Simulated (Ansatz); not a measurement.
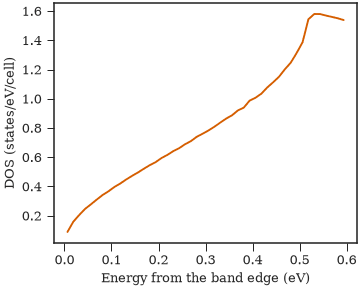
Figure: Density of states of K$_{2}$PtH$_{6}$ (Fm-3m) above the conduction band minimum, PBEsol, rigid bands in Ansatz (a first-principles code); cell volume 131.3 Å³.

Problem. What effective density of states at 300 K does this give (∫ g(E) exp(−E/k_BT) dE, both spins, divided by the cell's size)?

Solution. 3.3e19 cm⁻³, a density-of-states mass of 1.21 mₑ, valleys and band degeneracy included.

Spin-orbit coupling is left out; with 5d elements it also splits d-like band edges. Geometry: cell and atoms relaxed with PBEsol.

Computed structure with no diffraction record at hand here (it may be known, metastable or hypothetical): K2PtH6 (Fm-3m).
